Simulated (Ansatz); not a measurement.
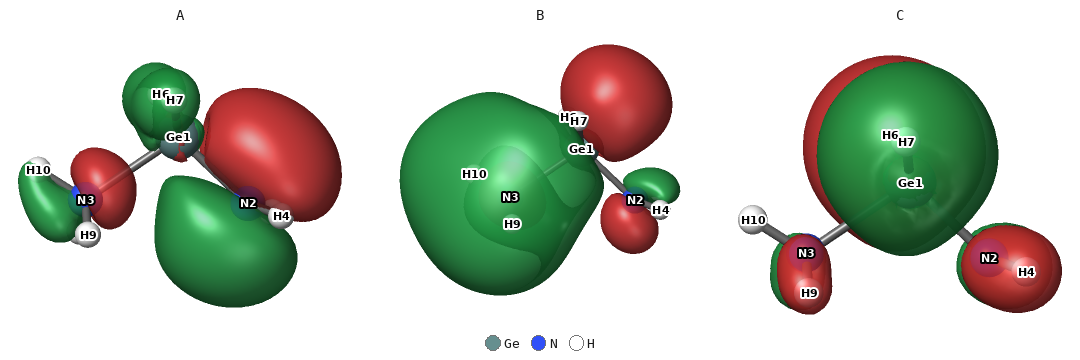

*GeH$_{7}$N$_{2}$ (SMILES [NH2][GeH2][NH3+]) (charge +1). Three frontier orbitals at ±0.06 Å⁻³ᐟ² (green and red are the two phases), in no order.*

Geometry: r2SCAN-D4/def2-SVP.

These are results of Ansatz 0.2.0, isolated molecule in a Gaussian basis; Kohn-Sham density functional theory, functional PBE0, not measurements.

The calculation's input:

```
basis:
  gaussian: {orbitals: def2-TZVPD}
crystal:
  periodic: [false, false, false]
  atoms:
    - {symbol: Ge, position_ang: [0.091922, 0.864802, -0.323395]}
    - {symbol: N, position_ang: [-1.157134, 0.282619, -1.443214]}
    - {symbol: "N", position_ang: [0.481626, -0.803458, 0.815425]}
    - {symbol: H, position_ang: [-0.933138, 0.079918, -2.413919]}
    - {symbol: H, position_ang: [-2.131142, 0.546677, -1.320342]}
    - {symbol: H, position_ang: [-0.407328, 1.788014, 0.775124]}
    - {symbol: H, position_ang: [1.468313, 1.057554, -0.937153]}
    - {symbol: H, position_ang: [-0.369285, -1.131904, 1.287770]}
    - {symbol: H, position_ang: [0.805775, -1.581507, 0.228414]}
    - {symbol: H, position_ang: [1.193224, -0.655003, 1.541634]}
total_charge: 1
hamiltonian: {xc: pbe0}
output: {forces: true, orbitals: {seedname: orbitals}}
```

Run with:

```sh
ansatz run input.yaml --threads 2 --pin off --max-ram 4350MiB --events-out events.jsonl --progress --plain --runs-dir runs
```

> Order the three orbitals by energy and name them.

C is the HOMO−1 (−15.06 eV). By Hirshfeld shares it lies mainly on Ge1 (about 40 %), H6 (about 25 %) and H7 (about 25 %). A is the HOMO (−12.58 eV). It lies mainly on N2 (about 70 %) and Ge1 (about 15 %); largely a lone pair of N2. B is the LUMO (−5.09 eV). By Hirshfeld shares it lies mainly on Ge1 (about 35 %), N3 (about 15 %), H10 (about 10 %), H8 (about 10 %) and H9 (about 10 %).

> What is the HOMO–LUMO gap?

7.49 eV between the orbital energies.
